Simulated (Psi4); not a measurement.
**AlSiNH6O (SMILES O[SiH2][NH][AlH2]) at BHLYP/6-31G(d) (spherical functions)**

Aim: the energy change on altering one bond length of AlSiNH6O at BHLYP/6-31G* (spherical functions), from 2 runs. 

Program for the calculation: Psi4 1.11.

4 further runs of the same task are left out: 3 that didn't finish, 1 set aside as unsound or not needed.

### 1 The system as given

The species is AlSiNH6O (10 atoms), meant as a singlet with charge 0. SMILES: `O[SiH2][NH][AlH2]`. The coordinates come from a PBE0-D4/def2-TZVP relaxation. This is one conformer, not always the lowest.

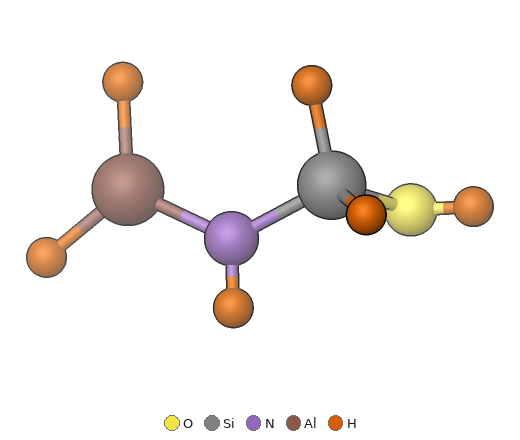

Viewed from a chosen angle; oxygen yellow, silicon grey, nitrogen purple, aluminium brown, hydrogen orange.

### 2 A single-point energy at BHLYP/6-31G(d) (spherical functions)

Contents of input.inp:

```
memory 2200 MB

molecule {
  0 1
  O     -1.817400    -0.693800    -1.056500
  Si    -0.576600     0.373900    -0.851600
  N      0.693300    -0.382300     0.009600
  Al     1.233300    -0.094800     1.686300
  H     -2.399800    -0.547900    -1.803100
  H     -1.000200     1.543800    -0.039500
  H     -0.142800     0.831300    -2.203200
  H      1.159400    -1.127800    -0.493000
  H      0.508400     1.030600     2.525200
  H      2.425400    -0.984200     2.228700
  symmetry c1
}

set globals {
  basis 6-31G*
  reference rks
  puream true
  e_convergence 1e-09
  d_convergence 1e-08
  scf_type pk
  dft_radial_points 99
  dft_spherical_points 590
}

result, w = energy('bhhlyp', return_wfn=True)
print_variables()
```

The run is started by

```
$ psi4 -n 1 input.inp input.out
```

input.out (excerpt; [...] marks lines left out):

```text
[...]
  Running in c1 symmetry.
[...]
  Nuclear repulsion =  207.762866418243391
[...]
  Multiplicity = 1
[...]
  Nalpha       = 24
  Nbeta        = 24
[...]
    Number of basis functions: 76
[...]
   @RKS iter   1:  -665.17728385592227   -5.95888e-01   1.10531e-02 DIIS/ADIIS
[...]
   @RKS iter  11:  -665.47901522898678   -2.72848e-12   4.24281e-09 DIIS
[...]
    Orbital Energies [Eh]
    ---------------------
    Doubly Occupied:
       1A    -67.160649     2A    -56.966469     3A    -19.681442
       4A    -14.776043     5A     -5.623393     6A     -4.423336
       7A     -3.887392     8A     -3.886676     9A     -3.886087
      10A     -2.888987    11A     -2.884049    12A     -2.883272
      13A     -1.130708    14A     -0.938870    15A     -0.633719
      16A     -0.553309    17A     -0.522672    18A     -0.476325
      19A     -0.435732    20A     -0.416495    21A     -0.388228
      22A     -0.364600    23A     -0.353371    24A     -0.331898
[...]
  @RKS Final Energy:  -665.47901522898678
   => Energetics <=
    Nuclear Repulsion Energy =            207.7628664182433909
    One-Electron Energy =               -1334.2693390426597944
    Two-Electron Energy =                 490.6340606878538324
    DFT Exchange-Correlation Energy =     -29.6066032924242890
    Empirical Dispersion Energy =           0.0000000000000000
    VV10 Nonlocal Energy =                  0.0000000000000000
    Total Energy =                       -665.4790152289867819
[...]
 Multipole Moments:
 ------------------------------------------------------------------------------------
     Multipole            Electronic (a.u.)      Nuclear  (a.u.)        Total (a.u.)
 ------------------------------------------------------------------------------------
 L = 1.  Multiply by 2.5417464519 to convert [e a0] to [Debye]
 Dipole X            :          0.6007154           -0.5649356            0.0357798
 Dipole Y            :         -1.2223061            1.1974702           -0.0248359
 Dipole Z            :          1.0709417           -1.6518771           -0.5809353
 Magnitude           :                                                    0.5825658
[...]
```

It took 11 s on 1 thread of Intel Xeon 6975P-C (Granite Rapids), shared host; peak memory 1.3 GiB.

### 3 The distorted shape at the same level

Contents of job.json:

```json
{
  "schema_name": "qcschema_input",
  "schema_version": 1,
  "molecule": {
    "schema_name": "qcschema_molecule",
    "schema_version": 2,
    "symbols": ["O", "Si", "N", "Al", "H", "H", "H", "H", "H", "H"],
    "geometry": [-3.69867024, -0.88838671, -1.71151739, -1.35389806, 1.12927388, -1.32431251, 1.04586514, -0.29973702, 0.30311963, 2.06631725, 0.24355924, 3.47162342, -4.79924673, -0.61267567, -3.12238692, -2.15438605, 3.34006447, 0.21033408, -0.53413487, 1.99363461, -3.87846634, 2.19094847, -2.13123312, -0.93163498, 0.69645478, 2.37025702, 5.05691467, 4.31905976, -1.43716317, 4.49661087],
    "molecular_charge": 0,
    "molecular_multiplicity": 1,
    "fix_symmetry": "c1",
    "fix_com": true,
    "fix_orientation": true
  },
  "driver": "energy",
  "model": {
    "method": "bhhlyp",
    "basis": "6-31G*"
  },
  "keywords": {
    "puream": true,
    "e_convergence": 1e-09,
    "d_convergence": 1e-08,
    "scf_type": "pk",
    "dft_radial_points": 99,
    "dft_spherical_points": 590,
    "scf_properties": ["MULLIKEN_CHARGES", "DIPOLE", "QUADRUPOLE"]
  }
}
```

The run is started by

```
$ psi4 --qcschema job.json -n 1 --memory 2200MB
```

stdout (excerpt; [...] marks lines left out):

```text
[...]
  Running in c1 symmetry.
[...]
  Nuclear repulsion =  206.269179669886512
[...]
  Multiplicity = 1
[...]
  Nalpha       = 24
  Nbeta        = 24
[...]
    Number of basis functions: 76
[...]
   @RKS iter   1:  -665.10815786884132   -6.81466e-01   1.11796e-02 ADIIS/DIIS
[...]
   @RKS iter  11:  -665.43422777219644   -7.38964e-12   7.12818e-09 DIIS
[...]
  @RKS Final Energy:  -665.43422777219644
   => Energetics <=
    Nuclear Repulsion Energy =            206.2691796698865119
    One-Electron Energy =               -1331.3923985408639510
    Two-Electron Energy =                 489.2432044102694704
    DFT Exchange-Correlation Energy =     -29.5542133114884749
    Empirical Dispersion Energy =           0.0000000000000000
    VV10 Nonlocal Energy =                  0.0000000000000000
    Total Energy =                       -665.4342277721963228
[...]
 Multipole Moments:
 ------------------------------------------------------------------------------------
     Multipole            Electronic (a.u.)      Nuclear  (a.u.)        Total (a.u.)
 ------------------------------------------------------------------------------------
 L = 1.  Multiply by 2.5417464519 to convert [e a0] to [Debye]
 Dipole X            :         14.6844331          -14.6420592            0.0423739
 Dipole Y            :        -13.3342799           13.2937358           -0.0405442
 Dipole Z            :        -17.4514179           16.8517990           -0.5996189
 Magnitude           :                                                    0.6024800
 L = 2.  Multiply by 1.3450342976 to convert [e a0^2] to [Debye ang]
 Quadrupole XX       :       -278.2612902          250.1653899          -28.0959003
 Quadrupole XY       :          5.0327352           -5.3160961           -0.2833610
[...]
  Mulliken Charges: (a.u.)
   Center  Symbol    Alpha    Beta     Spin     Total
       1     O     4.39171  4.39171  0.00000 -0.78341
       2    SI     6.54681  6.54681  0.00000  0.90639
       3     N     3.93135  3.93135  0.00000 -0.86270
       4    AL     6.23349  6.23349  0.00000  0.53302
       5     H     0.27855  0.27855  0.00000  0.44291
       6     H     0.56982  0.56982  0.00000 -0.13964
       7     H     0.57344  0.57344  0.00000 -0.14688
       8     H     0.35361  0.35361  0.00000  0.29279
       9     H     0.55735  0.55735  0.00000 -0.11470
      10     H     0.56389  0.56389  0.00000 -0.12778
[...]
```

The result, in JSON:

```text
{
 "driver": "energy",
 "model": {
  "method": "bhhlyp",
  "basis": "6-31G*"
 },
 "success": true,
 "return_result": -665.4342277721964,
 "properties": {
  "calcinfo_nbasis": 76,
  "calcinfo_nmo": 76,
  "calcinfo_nalpha": 24,
  "calcinfo_nbeta": 24,
  "calcinfo_natom": 10,
  "nuclear_repulsion_energy": 206.2691796698865,
  "return_energy": -665.4342277721964,
  "scf_one_electron_energy": -1331.392398540864,
  "scf_two_electron_energy": 489.24320441026947,
  "scf_xc_energy": -29.554213311488475,
  "scf_dipole_moment": [0.04237391821271963, -0.040544173816771334, -0.5996188815244423],
  "scf_total_energy": -665.4342277721964,
  "scf_iterations": 11
 }
}
```

Wall time 11 s (1 thread of Intel Xeon 6975P-C (Granite Rapids), shared host); peak memory 1.3 GiB.

### 4 Outcome

At BHLYP/6-31G* (spherical functions):

```
                                                         quantity          value
                                        first shape: total energy  -665.47902 Eh
                                       first shape: dipole moment         1.48 D
                                         first shape: HOMO energy       -9.03 eV
                                         first shape: LUMO energy       -0.01 eV
                                       first shape: HOMO–LUMO gap        9.02 eV
                                    distorted shape: total energy  -665.43423 Eh
                                   distorted shape: dipole moment         1.53 D
                                     distorted shape: HOMO energy       -8.96 eV
                                     distorted shape: LUMO energy        0.02 eV
                                   distorted shape: HOMO–LUMO gap        8.98 eV
energy change with the N3–H8 bond stretched from 1.013 to 1.317 Å       1.219 eV
```

**Reading.** With the N3–H8 bond stretched from 1.013 to 1.317 Å the energy rises by 1.22 eV (118 kJ/mol). The first shape isn't relaxed at this level, so the change isn't measured from a minimum.
